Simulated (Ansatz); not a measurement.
Ti3O5 (space group C2/m)

```
CELL_PARAMETERS angstrom
      4.81481    -1.92409     0.00000
      4.81481     1.92409     0.00000
     -0.17934     0.00000     9.17851
ATOMIC_POSITIONS crystal
  Ti 0.94315 0.94315 0.64108
  Ti 0.05685 0.05685 0.35892
  Ti 0.86622 0.86622 0.95541
  Ti 0.13378 0.13378 0.04459
  Ti 0.22241 0.22241 0.73847
  Ti 0.77759 0.77759 0.26153
  O  0.58627 0.58627 0.34021
  O  0.41373 0.41373 0.65979
  O  0.67034 0.67034 0.05389
  O  0.32966 0.32966 0.94611
  O  0.87101 0.87101 0.44267
  O  0.12899 0.12899 0.55733
  O  0.24415 0.24415 0.24430
  O  0.75585 0.75585 0.75570
  O  0.04209 0.04209 0.84737
  O  0.95791 0.95791 0.15263
```

The volume is varied about the relaxed value V₀ at fixed cell shape. The atoms relax within the cell's symmetry.

Computed with PBEsol (plane waves to 420 eV, PAW, scalar-relativistic; Ansatz, a first-principles code). k mesh 11×11×4 (Γ-centred), Fermi-Dirac smearing 0.05 eV. The energy includes the smearing's −TS. With the shape held, the modulus is that of even scaling; a crystal free to change shape is softer. Ti3O5 is run without spin polarisation and with no Hubbard U. Ti3O5 was relaxed with its symmetry unable to fall. ΔE is measured from the relaxed starting cell.

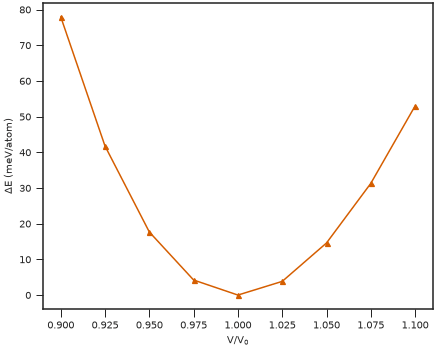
*ΔE (meV/atom) against V/V₀; one marker a computed point.*

Problem. What is ΔE at V/V₀ = 1.100?

Solution. About 53 meV/atom.

Problem. What is ΔE at V/V₀ = 0.900?

Solution. About 78 meV/atom.

Problem. What bulk modulus at fixed cell shape B₀ follows from a third-order Birch-Murnaghan fit?

Solution. About 190 GPa.

(A scan under strain: stresses follow from slopes of the energy per volume, elastic moduli from its curvatures.)
